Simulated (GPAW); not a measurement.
**Convergence study of the k-point mesh at a smearing width of 0.02 eV for Rb (Im-3m, 1 atom in the cell)**

```yaml
crystal:
  lattice:
    - [-2.83347, 2.83347, 2.83347]
    - [2.83347, -2.83347, 2.83347]
    - [2.83347, 2.83347, -2.83347]
  atoms:
    - { symbol: Rb, position: [0.00000, 0.00000, 0.00000] }
```

Method: LDA (Perdew-Wang 92), GPAW PAW datasets LDA (gpaw-data 1.0.1) (plane waves; GPAW).

Base settings: mode = pw; ecut = 600 eV; xc = LDA; kpts = 5 5 5; mesh shift (steps) = 0 0 0; occupations.name = fermi-dirac; occupations.width = 0.1 eV; nbands = -9; convergence.density = 1e-05 e/electron; convergence.energy = 1e-05 eV/electron.

In this ladder: occupations.width = 0.02 eV.

Only quantities that move along the ladder and can be compared are tabulated.

The count of work is k-points × plane waves × bands × iterations; it is no time. Core times come from one kind of shared machine, to one figure; runs under 30 s give none.

The starting cell has typed, rounded lattice constants, without a prior relaxation at this level. Its lattice was rescaled by up to half a per cent.

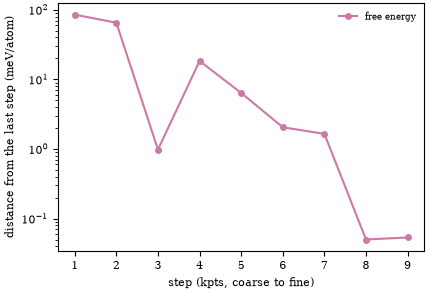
Figure. Distance from the last step along the ladder; very small values are drawn at a floor.

```csv
kpts,free energy less the last step's (meV/atom),pressure (GPa),count of work / last,core time / last (rough)
3 3 3,-85.23,-0.53,0.019,–
4 4 4,65.13,-0.35,0.034,–
5 5 5,-0.98,-0.45,0.039,–
6 6 6,18.37,-0.41,0.062,–
8 8 8,6.39,-0.42,0.12,–
9 9 9,-2.05,-0.44,0.14,–
11 11 11,-1.65,-0.44,0.24,–
13 13 13,-0.03,-0.44,0.33,0.5
16 16 16,0.05,-0.43,0.57,0.8
20 20 20,0.00,-0.43,1.0,1
```

Coarsest kpts that holds the free energy within 5 meV/atom of the last step, with all finer ones: 9 9 9, at 0.14 of the last step's count of work; the step before is off by 6.4 meV/atom.

Coarsest kpts that holds the pressure within 0.05 GPa of the last step, with all finer ones: 5 5 5, at 0.039 of the last step's count of work; the step before is off by 0.09 GPa.
